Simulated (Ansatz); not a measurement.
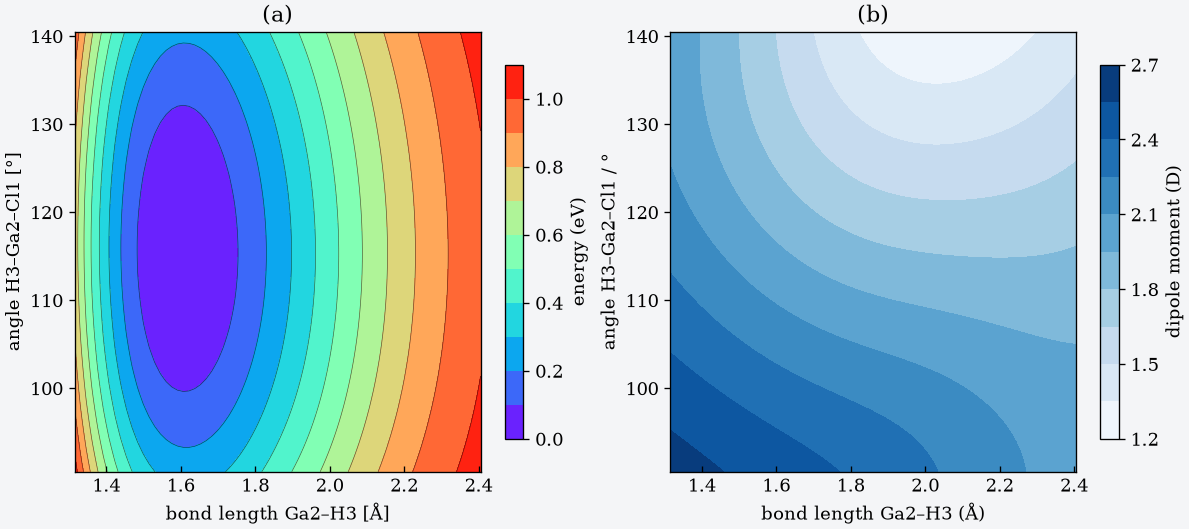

ClGaH, SMILES [Cl][GaH], spin multiplicity 2. 
- Coordinates scanned: (1) bond length Ga2–H3; (2) angle H3–Ga2–Cl1.
- Nothing is relaxed (all other coordinates rigid).
- The grid has 15 × 15 points.
- All energies are given in eV relative to the relaxed molecule at the same level.
- Method: UKS PBE0-D4/def2-TZVP (Ansatz 0.2.0).

Panel (a) is the energy; panel (b) is the computed dipole moment, in D.

In the figure: filled contours. Between grid points the surface is interpolated.

How does the dipole moment vary over the map, and what is it at the lowest grid point?

Leaving out the highest fifth of the energies, it runs from 1.24 D at bond length Ga2–H3 = 2.016 Å, angle H3–Ga2–Cl1 = 140.5° to 2.58 D at bond length Ga2–H3 = 1.393 Å, angle H3–Ga2–Cl1 = 90.5°. At the lowest grid point, bond length Ga2–H3 = 1.626 Å, angle H3–Ga2–Cl1 = 115.5°, it is 1.95 D.
